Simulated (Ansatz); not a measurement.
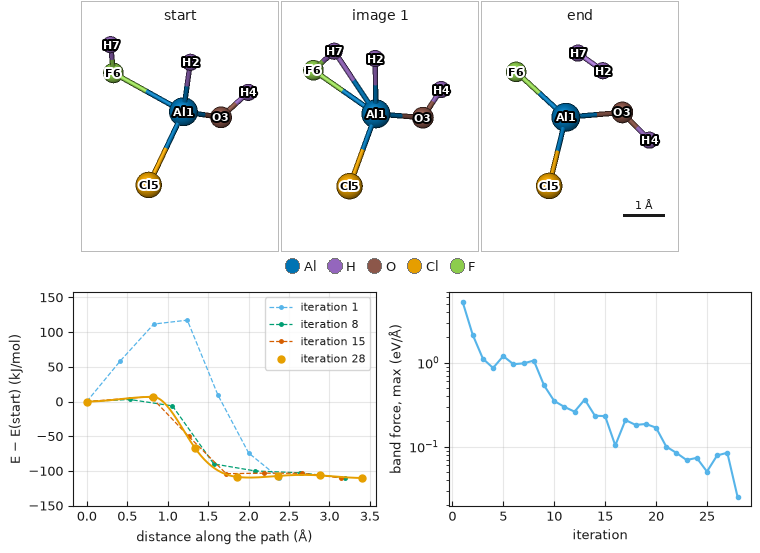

A nudged-elastic-band calculation for AlH3OClF. Images are numbered from 0 (start) to 6 (end). The plot follows the band through its iterations. Style: ball-and-stick. Shown at a tilt.

Theory: Ansatz, RKS PBE0/def2-SVP. Set-up: 5 movable images; climbing image; force threshold 0.05 eV/Å; iteration limit 60; starting path through a guess of the saddle point.

Q: Did the band converge, and can the barrier be trusted?

A: The run is converged, with reservations. The band converged in 28 iterations. The largest component of the band force went from 5.4 to 0.025 eV/Å. The climbing image converged on the top of the path. Its vibrational analysis gives one imaginary mode (510i cm⁻¹), as a transition state must have. The first iteration put the highest image at 117.2 kJ/mol. Forward barrier 6.8 kJ/mol, backward barrier 116.8 kJ/mol, with image 1 at the top; the reaction energy is −110.0 kJ/mol.

The run took 5.4 min on 1 thread of Arm Neoverse V2, on a shared host, peak memory 0.15 GiB.
